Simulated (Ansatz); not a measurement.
Cost and result by functional for the adsorption energy of CH3 on the 1x1 (111) surface of fcc Al, one in a 2x2 cell, started at the site 'bridge Al-Al (span 2.9 Å)', in Ansatz (plane waves, PAW). Single points on the PBE structure, on one kind of machine; costs are rough ratios of the slab run's core time (references not counted) to the cheapest single point. r2SCAN's cost holds its higher cutoff (500 against 420 eV). Differences are taken against r2SCAN for comparison alone: no measured value is at hand, so the table doesn't rank accuracy.

Set-up: 20 atoms, 7.0 Å thick at the start under the adsorbate (thin: gaps and levels are the slab's own); mesh 6x6x1; 0.1 eV smearing; dipole correction on; 8 atoms held, the rest relaxed; no symmetry held; spin-polarised, no spin-orbit, no U, no dispersion correction. The starting moment vanished. At the end it is bonded to Al. In PBE it is, or lies within 0.03 eV of, the lowest of the starts that converged. These notes are the PBE run's. r2SCAN: The program's check for a lower electronic state was not made. Adsorption energies are against CH4(g) − ½ H2(g). A negative adsorption energy means that the adsorbate is more stable on the surface than in its reference.

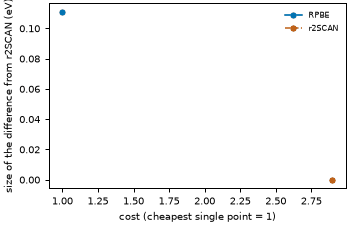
Figure. Difference from r2SCAN against cost

```tsv
functional	relative cost	adsorption energy (eV)	less r2SCAN (eV)
RPBE	1	0.72	0.11
r2SCAN	3	0.61	0.00
PBE (the relaxed run's value)	–	0.64	0.03
```

The values span 0.11 eV, while the single points' costs differ by a factor of roughly 3. Differences are of unrounded values.

Ansatz is an electronic-structure program.
